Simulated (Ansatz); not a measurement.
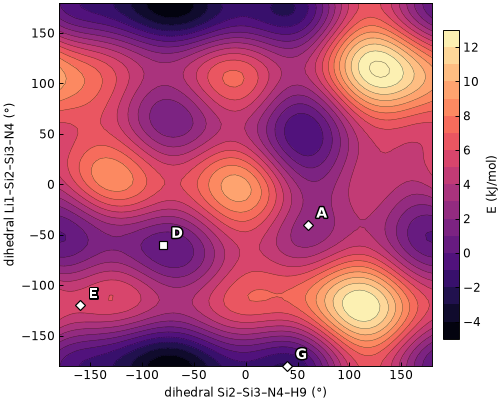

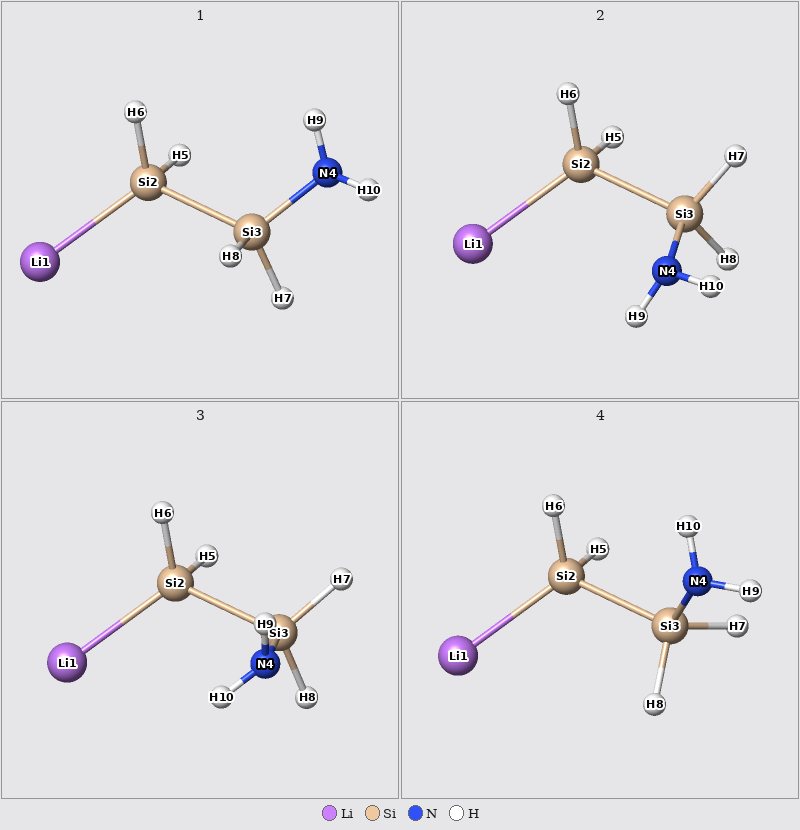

H6LiNSi2, SMILES [Li][SiH2][SiH2]N. 
- First axis: dihedral Si2–Si3–N4–H9. Second axis: dihedral Li1–Si2–Si3–N4.
- Nothing is relaxed (all other coordinates rigid).
- The grid has 18 × 18 points.
- Points are written as (first, second).
- All energies are given in kJ/mol relative to the relaxed molecule at the same level.
- Computed with RKS PBE0-D4/def2-SVP (Ansatz).

In the figure: filled contours, lettered points. Between grid points the surface is interpolated. The numbered pictures are the structures at these points, in random order.

Question: Which structure belongs to which point?

Answer: A is structure 2: (60°, −40°), 2.3 kJ/mol; D is structure 3: (−80°, −60°), 0.12 kJ/mol; E is structure 4: (−160°, −120°), 5.4 kJ/mol; G is structure 1: (40°, −180°), −2.1 kJ/mol.
